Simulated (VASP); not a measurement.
Band structure of AuZn (CsCl type). These are LDA (Ceperley-Alder, Perdew-Zunger), VASP's LDA PAW potentials (set 64) (plane waves; VASP) values and carry that method's errors.

Unless said otherwise, spin-orbit coupling is left out, though it shifts the bands of the heavy elements here.

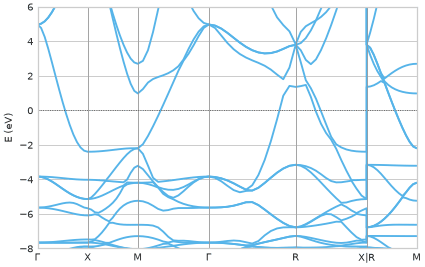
Bands along high-symmetry lines, zero at the valence-band maximum or, without a gap, the Fermi level

Problem. Read the plot: is there a gap, and where are the band edges?

Solution. It has no gap at this level: it comes out as a metal or semimetal. (Edges off the drawn lines would not show.)

The compound is AuZn in the CsCl type structure. It was relaxed first. The electron count is odd and the run is not spin-polarised, which forces a metal.
